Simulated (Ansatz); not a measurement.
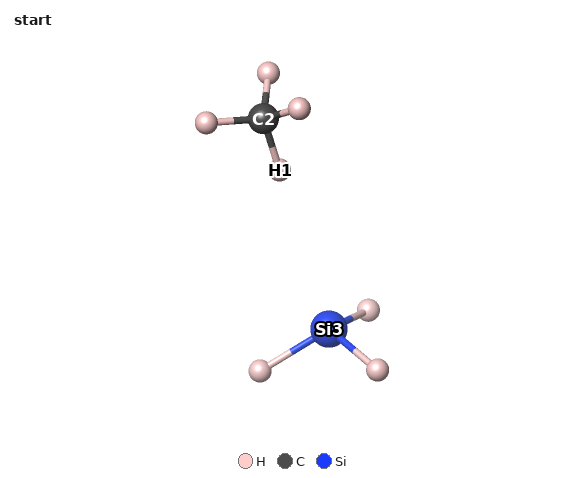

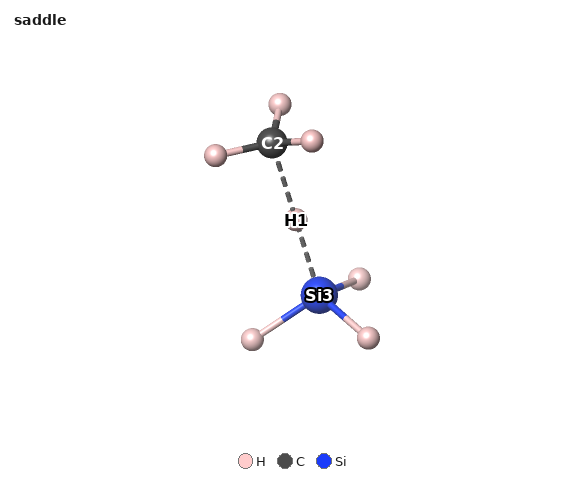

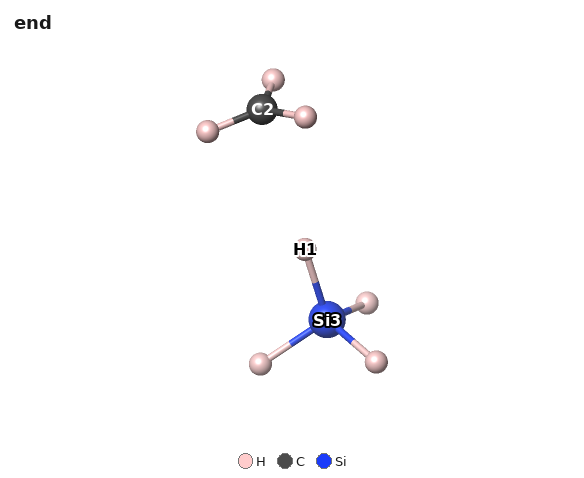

A saddle point and the two end points reached downhill from it. Broken sticks mark bonds that form or break. State: neutral, doublet. Geometries: PBE0-D4/def2-TZVP; all other levels are single points on them, and energies count from the start as drawn. Program: Ansatz 0.2.0. In CBS estimates cores are frozen, and CCSD(T) − MP2 is taken in the smaller basis.

### Which bonds form and which break from start to end?

Formed: H1–Si3; broken: H1–C2. At the saddle point H1···Si3 is 1.60 Å, H1···C2 is 1.63 Å.

Give the electronic barrier and the reaction energy from start to end in eV (no zero-point energy) with CCSD(T)/CBS (MP2 limit from def2-TZVPP and def2-QZVPP plus CCSD(T) − MP2); ωB97M-V/def2-TZVPP; B3LYP-D4/def2-TZVPP; PBE-D4/def2-TZVPP; r2SCAN-D4/def2-TZVPP; SPW92 (LDA)/def2-TZVPP; ωB97X-V/def2-TZVPP.

| level | barrier | reaction energy |
| --- | --- | --- |
| CCSD(T)/CBS (MP2 limit from def2-TZVPP and def2-QZVPP plus CCSD(T) − MP2) | 1.062 | +0.679 |
| ωB97M-V/def2-TZVPP | 1.021 | +0.665 |
| B3LYP-D4/def2-TZVPP | 0.941 | +0.693 |
| PBE-D4/def2-TZVPP | 0.895 | +0.827 |
| r2SCAN-D4/def2-TZVPP | 0.920 | +0.691 |
| SPW92 (LDA)/def2-TZVPP | 0.778 | +0.975 |
| ωB97X-V/def2-TZVPP | 0.991 | +0.668 |

Where the saddle lies below an end point, that level has no barrier at this geometry, which was found with another level.
